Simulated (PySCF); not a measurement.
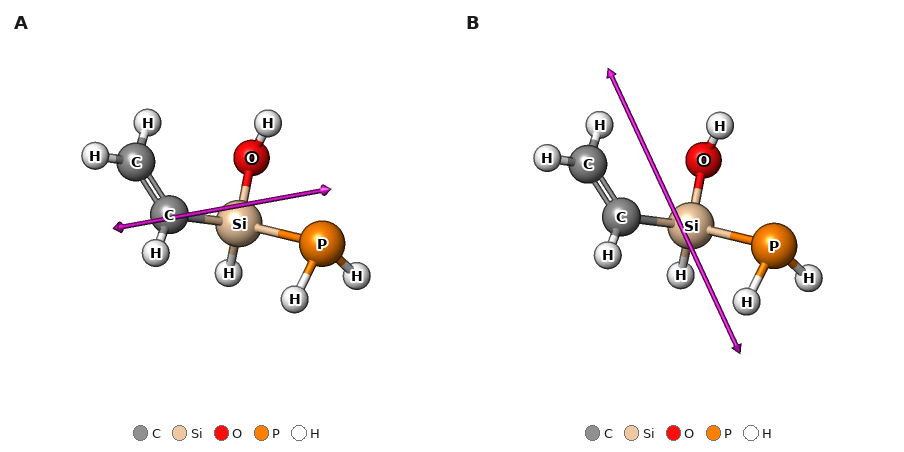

The double arrows show the directions of two transition dipoles from the ground state (lengths mean nothing). Computed geometry: PBE0-D3(BJ)/def2-SVP optimisation. No frequency run is at hand to confirm it as a minimum. Method: TDDFT PBE0/def2-TZVP, vertical, gas phase, core orbitals frozen in the response (PySCF 2.14.0).

One belongs to singlet state 4 and one to singlet state 6. Which is which?

Answer. A: state 4, 6.81 eV (182 nm), oscillator strength 0.034, mainly HOMO → LUMO+2 (weight 0.66).
B: state 6, 7.06 eV (176 nm), oscillator strength 0.045, mainly HOMO → LUMO+3 (weight 0.65).
